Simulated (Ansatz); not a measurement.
Base system: SiC in the zinc blende structure (space group F-43m, No. 216; a = 4.356 Å).

One thing is altered: cell and atoms relaxed at a pressure of 7.5 GPa.

Computed with r2SCAN in Ansatz (plane waves to 500 eV, PAW, without spin-orbit coupling).

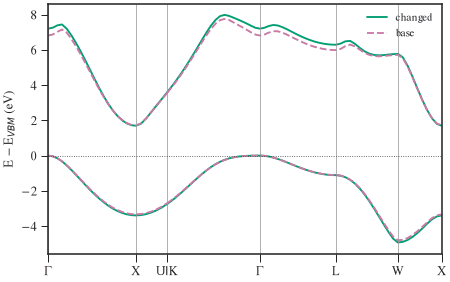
Fig. 1. Highest valence and lowest conduction band along the path, each from its own valence-band maximum

The gap is 1.69 eV, indirect, Γ → X; the base has 1.71 eV.

Load acts through the strain it causes; cell and atoms are relaxed under it. Stability against distortions was not tested. No other phases were tried under pressure.

Ansatz is an electronic-structure program.
